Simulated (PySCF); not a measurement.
System (SMILES): C#C (C2H2).
Geometry (B3LYP-D3(BJ)/def2-TZVP, fixed):
```xyz
4

C      0.0000     0.0000    -0.5984
C      0.0000     0.0000     0.5984
H      0.0000     0.0000     1.6611
H      0.0000     0.0000    -1.6611
```

Basis-set convergence of the mean static polarisability at PBE0 with PySCF. All functions are spherical. Density fitting with generated auxiliary sets. No added dispersion term, no relativity. Reference: the value in d-aug-cc-pVTZ, 23.30 bohr³, itself unsure by roughly 0.3 % (its mean distance from aug-pcseg-3, aug-cc-pVQZ, aug-pcseg-2). Deviations are taken from unrounded values. Cost is core time over that of 6-311++G(2d,2p), rough, on shared machines of one kind; a dash marks a row that isn't timed (too short, read off another run, short of memory, by another algorithm or on other hardware).

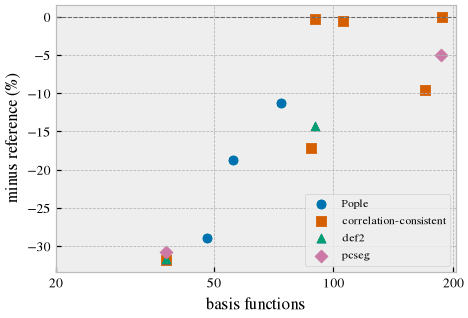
Figure. Deviation from the reference against the number of basis functions, by family of sets.

| basis | functions | mean static polarisability (bohr³) | minus reference (%) | cost |
|---|---|---|---|---|
| cc-pVDZ | 38 | 15.90 | -31.8 | - |
| def2-SVP | 38 | 15.93 | -31.6 | 0.5× |
| pcseg-1 | 38 | 16.13 | -30.8 | 0.6× |
| 6-311G** | 48 | 16.55 | -29.0 | 0.6× |
| 6-311+G** | 56 | 18.93 | -18.8 | 0.7× |
| 6-311++G(2d,2p) | 74 | 20.68 | -11.3 | 1× |
| cc-pVTZ | 88 | 19.31 | -17.1 | 2× |
| d-aug-cc-pVDZ | 90 | 23.25 | -0.2 | 1× |
| def2-TZVPP | 90 | 19.97 | -14.3 | 1× |
| jun-cc-pV(T+d)Z | 106 | 23.17 | -0.6 | 2× |
| cc-pVQZ | 170 | 21.06 | -9.6 | 4× |
| pcseg-3 | 186 | 22.12 | -5.1 | 4× |
| d-aug-cc-pVTZ | 188 | 23.30 | 0.0 | 4× |
